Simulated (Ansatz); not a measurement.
## What Mg3SiO (built on the sites of a database entry of Ca3SnO) distorts into

Which phase does Mg3SiO (built on the sites of a database entry of Ca3SnO) fall into along its unstable mode, and how much energy does it gain?

Program: Ansatz 0.2.0. Level of theory: DFT PBE, scalar-relativistic, plane waves, norm-conserving pseudopotentials. Results are calculated unless marked as measured.

The structure was built from a prototype and need not be the compound's stable phase.

## (1) The starting structure

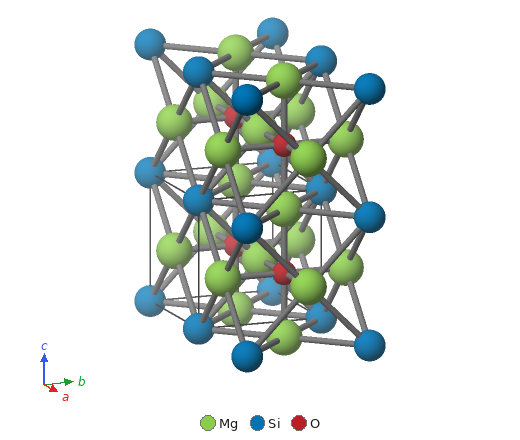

The starting structure, seen slightly off an axis (magnesium green, silicon blue, oxygen red). 2×1×2 cells are drawn. Some periodic images of atoms are drawn too.

## (2) Phonons on a q mesh

The cell comes from relaxations at this level that are not shown. Stability and thermal properties need the whole zone. Linear response on a 4×4×4 q mesh gives force constants as far as a supercell of that size would.

File input.yaml:

```yaml
crystal:
  lattice:
    - [4.2216622333, 0.0, 0.0]
    - [0.0, 4.2216622333, 0.0]
    - [0.0, 0.0, 4.2216622333]
  atoms:
    - { symbol: Mg, position: [0.0, 0.5, 0.5] }
    - { symbol: Mg, position: [0.5, 0.0, 0.5] }
    - { symbol: Mg, position: [0.5, 0.5, 0.0] }
    - { symbol: Si, position: [0.0, 0.0, 0.0] }
    - { symbol: O, position: [0.5, 0.5, 0.5] }
kpoints:
  mp_grid: { grid: [8, 8, 8] }
hamiltonian:
  xc: pbe
  pseudopotentials: { kind: nc }
scf:
  occupations: { method: methfessel_paxton, width: 0.2 }
output:
  eigenvalues: true
phonons:
  method: dfpt
  qmesh: [4, 4, 4]
  temperatures: { t_max: 1000, t_step: 50 }
  qpath:
    path:
      - [[0.0, 0.0, 0.0], [0.0, 0.5, 0.0], [0.5, 0.5, 0.0], [0.0, 0.0, 0.0], [0.5, 0.5, 0.5], [0.0, 0.5, 0.0]]
      - [[0.5, 0.5, 0.5], [0.5, 0.5, 0.0]]
    npoints: 10
```

On the command line:

```sh
$ ansatz run input.yaml --threads 8 --pin off --max-ram 14336MiB --backend cpu --events-out ev --progress --plain --runs-dir out
```

Numbers of over 12 decimals in the logs are rounded to 6 here.

Log:

```text
Engine: ansatz 0.2.0, x86_64-unknown-linux-gnu
Pseudopotentials: kind: nc
Pseudopotential: Mg, nc, valence charge 10, recommended cutoff 1142.878222 eV (normal), Mg.nc.azcp
Pseudopotential: Si, nc, valence charge 4, recommended cutoff 489.804952 eV (normal), Si.nc.azcp
Pseudopotential: O, nc, valence charge 6, recommended cutoff 1240 eV (normal), O.nc.azcp
Functional definition: PBE
  parameter kappa = 0.804
  parameter beta = 0.066725
  exchange = pbe_x(kappa = kappa, mu = beta*pi^2/3)
  correlation = pbe_c(beta = beta)
Crystal: 5 atoms, lattice volume = 75.240 Å³
Basis set: ecut = 1240 eV, 7441 PW (Γ), exchange–correlation on 100×100×100 points (8 copies of the dense FFT grid, shifted against one another)
Bands: 25, of which v1, the nominal top of the filled ones, is band 20 counted from 1 (19 counted from 0)
Symmetry: 48 space group operations
k-points: 35 of 512
Non-local potential: Mg, projectors of the file, l = 0: 2, l = 1: 2
Non-local potential: Si, projectors of the file, l = 0: 2, l = 1: 2, l = 2: 2
Non-local potential: O, projectors of the file, l = 0: 2, l = 1: 2, l = 2: 1
Initial density: superposition of atomic densities (chi_scale 0.1, normalization cell, long waves kept (reshape's long-wave potential 0.01 eV rms))
Initial wavefunctions: pseudopotential atomic-orbital guess
Functional: x = pbe(κ = 0.804, μ = 0.219515), c = pbe(β = 0.066725)
SCF iter   1: F=—  HF=-5432.413663 eV  |F-HF|=—  |Δ(HF+E_count)|=         —  Δρ=9.41e-2  dr2=7.91e0  ethr=3.10e-3  ⟨swp⟩=6.2  Hψ=4126  notcnv=0
preconditioner: auto → Resta (q_TF=auto, 2.456 Å⁻¹)  ε∞=4.5  [insulator: Δε(μ)=0.411 eV  Ē_g=9.169 eV  σ=0.200 eV  W_gap=0.75  n_scr=18 (ndim 8)  ℏωp=17.1 eV  f_vac=0.000  D(μ)=0.13/eV (n_scr^D=0)  ε∞_Penn≈4.5]
SCF iter   2: F=—  HF=-5430.884192 eV  |F-HF|=—  |Δ(HF+E_count)|=    1.53e0  S|Δr|=    0.00e0  Δρ=4.09e-2  dr2=9.88e-1  ethr=3.10e-3  ⟨swp⟩=3.7  Hψ=1744  notcnv=0  defer=31
preconditioner: auto → Kerker (q_TF=auto, 2.456 Å⁻¹)  [metal: Δε(μ)=0.078 eV  Ē_g=8.235 eV  σ=0.200 eV  W_gap=0.32  n_scr=18 (ndim 8)  ℏωp=16.0 eV  f_vac=0.000  D(μ)=0.31/eV (n_scr^D=0)]
SCF iter   3: F=—  HF=-5430.708336 eV  |F-HF|=—  |Δ(HF+E_count)|=   1.76e-1  S|Δr|=    0.00e0  Δρ=1.67e-2  dr2=3.48e-1  ethr=2.47e-3  ⟨swp⟩=2.2  Hψ=1453  notcnv=0  defer=25
SCF iter   4: F=—  HF=-5430.646323 eV  |F-HF|=—  |Δ(HF+E_count)|=   6.20e-2  S|Δr|=    0.00e0  Δρ=7.11e-3  dr2=6.88e-2  ethr=8.69e-4  ⟨swp⟩=2.0  Hψ=955  notcnv=0  defer=25
SCF iter   5: F=—  HF=-5430.629577 eV  |F-HF|=—  |Δ(HF+E_count)|=   1.67e-2  S|Δr|=    0.00e0  Δρ=1.61e-3  dr2=4.59e-3  ethr=1.72e-4  ⟨swp⟩=1.5  Hψ=1166  notcnv=0  defer=23
SCF iter   6: F=—  HF=-5430.628326 eV  |F-HF|=—  |Δ(HF+E_count)|=   1.25e-3  S|Δr|=    0.00e0  Δρ=2.33e-4  dr2=4.89e-5  ethr=1.15e-5  ⟨swp⟩=2.0  Hψ=1064  notcnv=0  defer=23
SCF iter   7: F=—  HF=-5430.628318 eV  |F-HF|=—  |Δ(HF+E_count)|=   8.55e-6  S|Δr|=    0.00e0  Δρ=8.16e-5  dr2=3.12e-6  ethr=1.22e-7  ⟨swp⟩=2.9  Hψ=1530  notcnv=0  defer=23
SCF iter   8: F=—  HF=-5430.627794 eV  |F-HF|=—  |Δ(HF+E_count)|=   5.24e-4  S|Δr|=    0.00e0  Δρ=1.65e-5  dr2=1.46e-7  ethr=7.79e-9  ⟨swp⟩=2.0  Hψ=1126  notcnv=0  defer=23
SCF iter   9: F=—  HF=-5430.627794 eV  |F-HF|=—  |Δ(HF+E_count)|=   1.71e-8  S|Δr|=    0.00e0  Δρ=2.84e-6  dr2=5.66e-9  ethr=3.64e-10  ⟨swp⟩=2.9  Hψ=1686  notcnv=0  defer=23
SCF iter  10: F=—  HF=-5430.627794 eV  |F-HF|=—  |Δ(HF+E_count)|=  5.03e-10  S|Δr|=    0.00e0  Δρ=3.61e-7  dr2=4.40e-11  ethr=1.42e-11  ⟨swp⟩=2.0  Hψ=1028  notcnv=0  defer=23
SCF iter  11: F=-5430.627794 eV  HF=-5430.627794 eV  |F-HF|=3.64e-12  |Δ(HF+E_count)|=  2.64e-11  S|Δr|=    0.00e0  Δρ=8.83e-8  dr2=2.10e-12  ethr=1.00e-12  ⟨swp⟩=11.5  Hψ=5211  notcnv=0
SCF 1 converged in 11 iterations: F = -5430.627794 eV  dr2 = 2.10e-12
Initial density: read from a saved state, or passed on in memory by an earlier SCF of this step, an earlier step, the calling program or the single point that the run made first
iter 1 solved again at ethr=1.84e-7 eV; its pass at ethr=3.10e-3 eV (dr2=7.38e-5 eV) is discarded
SCF iter   1: F=—  HF=-5430.628328 eV  |F-HF|=—  |Δ(HF+E_count)|=         —  Δρ=3.27e-7  dr2=3.06e-11  ethr=1.84e-7  ⟨swp⟩=3.9  Hψ=6988  notcnv=0
eigensolver tolerance schedule: the retry pair's looser diagonalisation over-reported the residual by 2408701.44 of it (diagonalisation noise at an unbounded share of the residual, at the tolerance the schedule requests for it); recorded, not acted on — ethr = c·dr2/N_el stays at c = 1.0e-1
preconditioner: auto → Kerker (q_TF=auto, 2.456 Å⁻¹)  [metal: Δε(μ)=0.126 eV  Ē_g=8.124 eV  σ=0.200 eV  W_gap=0.43  n_scr=18 (ndim 8)  ℏωp=16.0 eV  f_vac=0.000  D(μ)=0.38/eV (n_scr^D=0)]
SCF iter   2: F=—  HF=-5430.627794 eV  |F-HF|=—  |Δ(HF+E_count)|=   5.34e-4  S|Δr|=    0.00e0  Δρ=1.79e-7  dr2=6.48e-12  ethr=1.00e-12  ⟨swp⟩=4.6  Hψ=4740  notcnv=0
SCF iter   3: F=-5430.627794 eV  HF=-5430.627794 eV  |F-HF|=2.73e-12  |Δ(HF+E_count)|=  2.73e-12  S|Δr|=    0.00e0  Δρ=1.06e-7  dr2=2.17e-12  ethr=1.00e-12  ⟨swp⟩=1.0  Hψ=1891  notcnv=0
SCF 2 converged in 3 iterations: F = -5430.627794 eV  dr2 = 2.17e-12
phonons: the bands overlap, so this run is a metal and interpolates without the dipole-dipole term. If the crystal is really an insulator or semiconductor, its LO-TO splitting is missing
NSCF: frozen V_eff on 35 k-points
NSCF: frozen V_eff on 125 k-points
DFPT response loops at q = (0, 0, 0) (fractional): preconditioner auto → Kerker (q_TF=auto, 2.456 Å⁻¹) (partly filled bands, converged f_vac=0.000); β = 1.00, the filter's whole step (`scf.mixing.beta` (0.50) is not read by the response loops under this deck's `scf.mixing.preconditioner`; to damp them name `kerker` or `kerker_dos`, under which they read `scf.mixing.beta`, and type it under 1.00, their step now; both keys bind the ground state too); Broyden in place of MSR1
NSCF: frozen V_eff on 400 k-points
DFPT response loops at q = (0, 0, 0.25) (fractional): mixed as the last ones told, above
NSCF: frozen V_eff on 250 k-points
DFPT response loops at q = (0, 0, -0.5) (fractional): mixed as the last ones told, above
NSCF: frozen V_eff on 640 k-points
DFPT response loops at q = (0, 0.25, 0.25) (fractional): mixed as the last ones told, above
NSCF: frozen V_eff on 400 k-points
DFPT response loops at q = (0, 0.25, -0.5) (fractional): mixed as the last ones told, above
NSCF: frozen V_eff on 250 k-points
DFPT response loops at q = (0, -0.5, -0.5) (fractional): mixed as the last ones told, above
NSCF: frozen V_eff on 1024 k-points
DFPT response loops at q = (0.25, 0.25, 0.25) (fractional): mixed as the last ones told, above
NSCF: frozen V_eff on 640 k-points
DFPT response loops at q = (0.25, 0.25, -0.5) (fractional): mixed as the last ones told, above
NSCF: frozen V_eff on 400 k-points
DFPT response loops at q = (0.25, -0.5, -0.5) (fractional): mixed as the last ones told, above
NSCF: frozen V_eff on 250 k-points
DFPT response loops at q = (-0.5, -0.5, -0.5) (fractional): mixed as the last ones told, above
SCF converged after 11 iterations
Stability not checked: this state was not tested for a lower state beside it, because cold or Methfessel-Paxton smearing, or corrected tetrahedra, fill the levels in a way that the test cannot read (fill_not_monotonic; see scf.lower_state_search)
Free energy (F): -5430.627794 eV
Harris-Foulkes:  -5430.627794 eV  (|F-HF|=3.64e-12)
Internal energy: -5430.628513 eV  (E = F + TS)
E sigma→0 (E₀):  -5430.627974 eV
Entropy (-TS):   0.000719 eV (0.144 meV/atom)
Fermi energy:    8.552317 eV
--- Per-component energies (eV) ---
  E_band       = -1003.595665
  E_kinetic    = 3135.552808
  E_local      = -5445.043450  (includes V_loc(G=0)·N_el)
  E_nonlocal   = -1601.487401
  E_hartree    = 1963.388237
  E_xc         = -820.706852
  E_vxc        = -1019.394118  (∫ρ·V_xc dr)
  E_ewald      = -2662.331855
  E_smearing   = 0.000719  (= −TS)
  E_closure    = 0.000000  (closes the sum)
  Σ components = -5430.627794   (vs F -5430.627794, Δ=0.00e0)
--- Band table (eV; the first three rows and the last of 35) ---
  k-point 0: bands = [... 16 lower, 2.3703, 8.0611, 8.0611, 8.0611, 9.1406, 9.1406, 10.1959, 14.2590, ... 1 higher]
  k-point 1: bands = [... 16 lower, 2.3907, 6.9780, 8.0365, 8.0365, 9.2523, 9.7728, 11.0640, 13.7415, ... 1 higher]
  k-point 2: bands = [... 16 lower, 2.4688, 5.6194, 7.9704, 7.9704, 9.5681, 10.4112, 12.9645, 13.0358, ... 1 higher]
  k-point 34: bands = [... 16 lower, 2.0872, 5.1209, 5.1209, 5.1209, 10.2159, 10.2159, 10.2159, 13.0193, ... 1 higher]
--- Phonons (Γ-DFPT): 4 representative perturbations + reference (Σ response iterations 11) ---
  ASR residual: 1.650e-2 → 0.000e0 eV/Å²; symmetrization residual: 1.163e-5 eV/Å²
  ASR residual per site (eV/Å²): 1.65e-2 1.65e-2 1.65e-2 7.52e-5 1.47e-4
  Γ frequencies (cm⁻¹): 0.00 0.00 0.00 162.01 162.01 162.01 189.75 189.75 189.75 297.48 297.48 297.48 421.78 421.78 421.78
--- Phonons (arbitrary-q DFPT): 10 irreducible q on the 4×4×4 mesh ---
  q = [0.0000, 0.0000, 0.0000] (star 1, of the zone-centre solve; hermiticity 2.39e-6, symmetrization 1.58e-14): -0.00 0.00 0.00 162.01 162.01 162.01 189.75 189.75 189.75 297.48 297.48 297.48 421.78 421.78 421.78
  q = [0.0000, 0.0000, 0.2500] (star 6, 9 solved perturbations in 1560 linear systems a pass and spin channel, the states on 200 of 512 k-point pairs; hermiticity 6.08e-7, symmetrization 2.13e-13, the responses' own estimated error 7.7e-5 eV/Å²): 86.87 86.87 140.16 167.80 168.37 168.37 186.71 186.71 261.73 300.32 300.32 336.06 420.76 420.76 445.29
  q = [0.0000, 0.0000, -0.5000] (star 3, 9 solved perturbations in 975 linear systems a pass and spin channel, the states on 125 of 512 k-point pairs; hermiticity 5.31e-7, symmetrization 9.48e-13, the responses' own estimated error 7.3e-5 eV/Å²): 126.26 126.26 171.25 171.25 174.42 181.65 181.65 229.85 244.18 307.61 307.61 358.37 420.58 420.58 457.33
  q = [0.0000, 0.2500, 0.2500] (star 12, 9 solved perturbations in 2460 linear systems a pass and spin channel, the states on 320 of 512 k-point pairs; hermiticity 4.84e-7, symmetrization 1.70e-13, the responses' own estimated error 8.2e-5 eV/Å²): 89.51 112.64 141.42 165.62 176.16 178.14 193.15 218.41 260.24 286.34 293.80 368.51 394.91 417.16 446.05
  q = [0.0000, 0.2500, -0.5000] (star 12, 15 solved perturbations on 200 of 512 k-point pairs; hermiticity 5.47e-7, symmetrization 2.41e-13, the responses' own estimated error 8.0e-5 eV/Å²): 81.81 147.14 148.78 158.02 180.95 181.27 194.89 224.89 275.58 279.34 289.95 373.88 412.28 414.53 423.07
  q = [0.0000, -0.5000, -0.5000] (star 3, 9 solved perturbations in 975 linear systems a pass and spin channel, the states on 125 of 512 k-point pairs; hermiticity 6.34e-7, symmetrization 6.01e-13, the responses' own estimated error 8.5e-5 eV/Å²): -58.90 70.12 171.32 171.32 191.00 191.00 194.87 194.87 219.12 273.85 332.34 368.60 368.60 409.74 441.26
  q = [0.2500, 0.2500, 0.2500] (star 8, 4 solved perturbations in 1376 linear systems a pass and spin channel, the states on 512 of 512 k-point pairs; hermiticity 4.28e-7, symmetrization 3.09e-13, the responses' own estimated error 8.1e-5 eV/Å²): 94.25 94.25 108.94 195.33 195.33 211.09 216.37 216.37 234.74 290.20 290.20 360.03 396.13 396.13 450.08
  q = [0.2500, 0.2500, -0.5000] (star 12, 9 solved perturbations in 2460 linear systems a pass and spin channel, the states on 320 of 512 k-point pairs; hermiticity 4.82e-7, symmetrization 4.80e-13, the responses' own estimated error 8.2e-5 eV/Å²): 77.06 92.81 103.27 176.36 189.98 209.29 225.60 235.86 271.53 279.78 285.91 346.87 383.52 399.49 455.20
  q = [0.2500, -0.5000, -0.5000] (star 6, 9 solved perturbations in 1560 linear systems a pass and spin channel, the states on 200 of 512 k-point pairs; hermiticity 6.30e-7, symmetrization 4.37e-13, the responses' own estimated error 8.6e-5 eV/Å²): -54.46 87.94 87.94 186.00 205.98 205.98 238.35 238.35 261.91 274.32 282.66 365.89 372.76 372.76 470.62
  q = [-0.5000, -0.5000, -0.5000] (star 1, 4 solved perturbations in 350 linear systems a pass and spin channel, the states on 125 of 512 k-point pairs; hermiticity 7.62e-7, symmetrization 5.10e-13, the responses' own estimated error 7.5e-5 eV/Å²): -52.41 -52.41 -52.41 219.65 219.65 219.65 254.76 254.76 254.76 274.85 274.85 380.30 380.30 380.30 460.50
  sum rule: each row above includes the acoustic sum rule's correction from the zone centre's row sums; it moved no ω² by more than (13.59 cm⁻¹)²
  mesh force constants: q→R imaginary residual 1.05e-18; ASR residual 1.650e-2 → 0.000e0 eV/Å²; symmetrization residual 5.329e-15 eV/Å²
  interpolated dispersion: 62 rows × 15 modes
  density of states and harmonic sums: on the 16×16×16 q-mesh, interpolated from the force constants of a 4×4×4 supercell (no non-analytic term)
  largest difference from the sums on the solved wave vectors: F 2.41e-2 eV, S 2.83e-5 and C_V 5.60e-6 eV/K
  zero-point energy: 0.230667 eV/cell   skipped modes (ω ≤ 0): 49, of them read as no rigid motion or as one in doubt: 46 (1.846e-1 modes/cell left out, lowest -58.90 cm⁻¹)   left out of the sums: 1.24e-2 of the cell's modes: C_V's classical limit lies that fraction below 3 k_B per atom; for a crystal, a wire or a layer, F and S can be off by more, and a phonons.interpolated_qmesh denser along its periods is the remedy for the sampling
```

Wall time 12 min (8 threads of AMD EPYC 9R14 (Zen 4), shared host); peak memory 7.5 GiB.

In the SCF lines HF is the Harris–Foulkes energy and dr2 the Hartree energy of the density residual, in eV; the loop may stop once dr2 is under the threshold and the program's other checks hold. Hψ counts applications of the Hamiltonian.

This step gave:

```yaml
volume_per_atom: 15.05 Å³
gap_on_the_k_mesh: 0 eV
sum_rule_residual_before_enforcement: 0.01650 eV/Å²
lowest_frequency_on_the_path: -58.90 cm⁻¹
point_group: m-3m
highest_frequency_on_the_path_or_at_a_solved_wavevector: 471 cm⁻¹
highest_optical_mode_at_the_zone_centre_no_lo_to_term: 421.8 cm⁻¹
lowest_optical_zone_centre_mode: 162.0 cm⁻¹
lowest_mode_on_the_q_mesh_acoustic_modes_at_gamma_apart: -58.9 cm⁻¹
```

Frequencies (cm⁻¹) solved at each irreducible wavevector; negative means imaginary. Frequencies by wavevector, by row:

| q in reciprocal lattice units | star | mode 1 | mode 2 | mode 3 | mode 4 | mode 13 | mode 14 | mode 15 |
| --- | --- | --- | --- | --- | --- | --- | --- | --- |
| 0 0 0 | 1 | 0 | 0 | 0 | 162 | 421.8 | 421.8 | 421.8 |
| 0 0 0.25 | 6 | 86.9 | 86.9 | 140.2 | 167.8 | 420.8 | 420.8 | 445.3 |
| 0 0 -0.5 | 3 | 126.3 | 126.3 | 171.2 | 171.2 | 420.6 | 420.6 | 457.3 |
| 0 0.25 0.25 | 12 | 89.5 | 112.6 | 141.4 | 165.6 | 394.9 | 417.2 | 446.1 |
| 0 0.25 -0.5 | 12 | 81.8 | 147.1 | 148.8 | 158 | 412.3 | 414.5 | 423.1 |
| 0 -0.5 -0.5 | 3 | -58.9 | 70.1 | 171.3 | 171.3 | 368.6 | 409.7 | 441.3 |
| 0.25 0.25 0.25 | 8 | 94.2 | 94.2 | 108.9 | 195.3 | 396.1 | 396.1 | 450.1 |
| 0.25 0.25 -0.5 | 12 | 77.1 | 92.8 | 103.3 | 176.4 | 383.5 | 399.5 | 455.2 |
| 0.25 -0.5 -0.5 | 6 | -54.5 | 87.9 | 87.9 | 186 | 372.8 | 372.8 | 470.6 |
| -0.5 -0.5 -0.5 | 1 | -52.4 | -52.4 | -52.4 | 219.7 | 380.3 | 380.3 | 460.5 |

Interpolated from a 4×4×4 q mesh. The phonon branches at the labelled points (cm⁻¹):

| point | branch 1 | branch 2 | branch 3 | branch 4 | branch 12 | branch 13 | branch 14 | branch 15 |
| --- | --- | --- | --- | --- | --- | --- | --- | --- |
| Γ | 0 | 0 | 0 | 162 | 298 | 422 | 422 | 422 |
| X | 126 | 126 | 171 | 171 | 358 | 421 | 421 | 457 |
| M | -59 | 70 | 171 | 171 | 369 | 369 | 410 | 441 |
| Γ | 0 | 0 | 0 | 162 | 298 | 422 | 422 | 422 |
| R | -52 | -52 | -52 | 220 | 380 | 380 | 380 | 460 |
| X | 126 | 126 | 171 | 171 | 358 | 421 | 421 | 457 |
| jump to R | -52 | -52 | -52 | 220 | 380 | 380 | 380 | 460 |
| M | -59 | 70 | 171 | 171 | 369 | 369 | 410 | 441 |

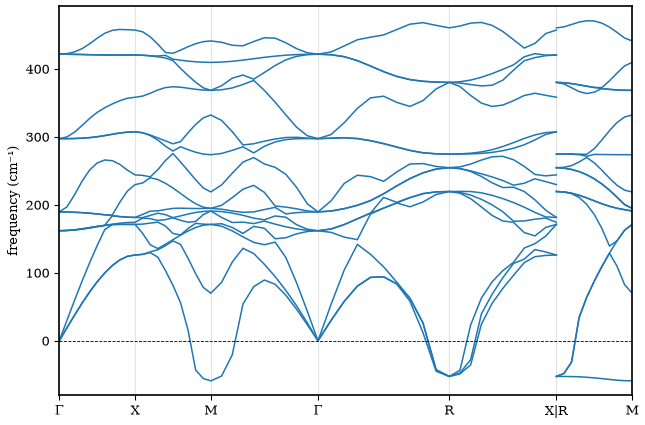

Phonon branches along the path.

Symmetry leaves 10 wavevectors to solve. The lowest mode among them, the acoustic zeros apart, lies at q = (0, -0.5, -0.5) and is imaginary, 58.9i cm⁻¹, so the energy falls along it.

## (3) The mode frozen in, largest atomic shift 0 Å

The mode followed lies at q = (-0.5, -0.5, -0.5) with frequency 52.4i cm⁻¹ and is 3-fold degenerate, one of the unstable modes though not the softest. At small amplitude the distorted cell has space group no. 167 by a symmetry search on the positions. The undistorted cell that holds it gives the zero of energy on the same k mesh.

System of this step: Mg3SiO (built on the sites of a database entry of Ca3SnO). It takes space group Pm-3m (No. 221, cubic). The conventional cell has a = 4.222 Å, b = 4.222 Å, c = 4.222 Å, α = 90.00°, β = 90.00°, γ = 90.00°. Nearest to Mg lie 2 O at 2.11 Å and 8 Mg at 2.99 Å and 4 Si at 2.99 Å. Si has 12 Mg at 2.99 Å nearest. Nearest to O lie 6 Mg at 2.11 Å. Farther neighbours and most contacts between anions are not listed.

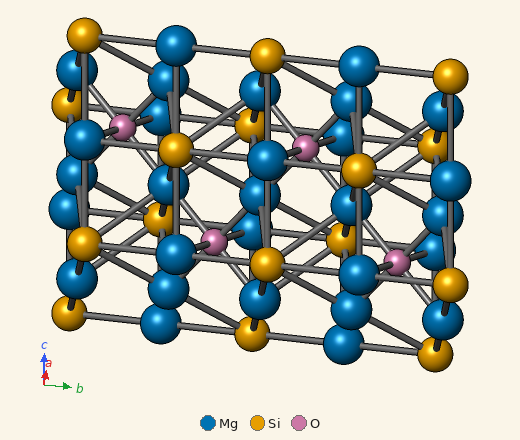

The cell of this step (magnesium blue, silicon orange, oxygen pink). 1×2×1 cells are drawn. Some periodic images of atoms are drawn too.

File input.yaml:

```yaml
crystal:
  lattice:
    - [4.2216622333, 4.2216622333, 0.0]
    - [4.2216622333, 0.0, 4.2216622333]
    - [4.2216622333, 0.0, -4.2216622333]
  atoms:
    - { symbol: Mg, position: [0.5, 0.0, 0.5] }
    - { symbol: Mg, position: [0.5, 0.5, 0.0] }
    - { symbol: Mg, position: [0.0, 0.5, 0.0] }
    - { symbol: Mg, position: [0.0, 0.0, 0.5] }
    - { symbol: Mg, position: [0.5, 0.5, 0.5] }
    - { symbol: Mg, position: [0.5, 0.0, 0.0] }
    - { symbol: Si, position: [0.0, 0.5, 0.5] }
    - { symbol: Si, position: [0.0, 0.0, 0.0] }
    - { symbol: O, position: [0.5, 0.25, 0.75] }
    - { symbol: O, position: [0.5, 0.75, 0.25] }
kpoints:
  mp_grid: { grid: [8, 8, 8] }
hamiltonian:
  xc: pbe
  pseudopotentials: { kind: nc }
scf:
  occupations: { method: methfessel_paxton, width: 0.2 }
output:
  forces: true
  stress: true
  eigenvalues: true
```

Log:

```text
[...]
Crystal: 10 atoms, lattice volume = 150.481 Å³
Basis set: ecut = 1240 eV, 15009 PW (Γ), exchange–correlation on 144×144×144 points (8 copies of the dense FFT grid, shifted against one another)
Bands: 50, of which v1, the nominal top of the filled ones, is band 40 counted from 1 (39 counted from 0)
Symmetry: 96 space group operations
[...]
k-points: 29 of 512
[...]
k-point 0: bands = [... 36 lower, 5.1194, 8.0589, 8.0589, 8.0589, 9.1403, 9.1403, 10.1936, 10.2157, ... 6 higher]
  k-point 1: bands = [... 36 lower, 5.4252, 7.5877, 7.7026, 7.7026, 9.6629, 9.6629, 9.9498, 10.2706, ... 6 higher]
  k-point 2: bands = [... 36 lower, 5.9626, 6.8045, 7.1791, 7.1791, 9.6636, 10.4462, 10.4462, 10.6607, ... 6 higher]
  k-point 28: bands = [... 36 lower, 6.4943, 6.4943, 8.2078, 8.2078, 9.8440, 9.8440, 10.9339, 10.9339, ... 6 higher]
[key lines of the parts left out:]
SCF converged after 9 iterations
Free energy (F): -10861.262202 eV
Fermi energy:    8.457093 eV
P = ⅓ Tr σ = 0.0119 GPa (0.119 kbar)
```

Wall time 3.8 s (8 threads); peak memory 1.9 GiB; 28 s of CPU time.

This step gave:

```yaml
pressure: 0.01190 GPa
energy_from_the_undistorted_cell: 0 meV/atom
```

The run ends at a pressure of 0.01 GPa.

(Continued in part 2 of 2.)

[Logs are printed without paths, hosts, clocks, repeated set-up lines and the standing remarks that a program may print on its own settings, such as how far it seeks lower states.]

[Hosts, paths, dates, database ids (printed as entryN), source tags and the programs' standing remarks are cut or masked in the printed files.]
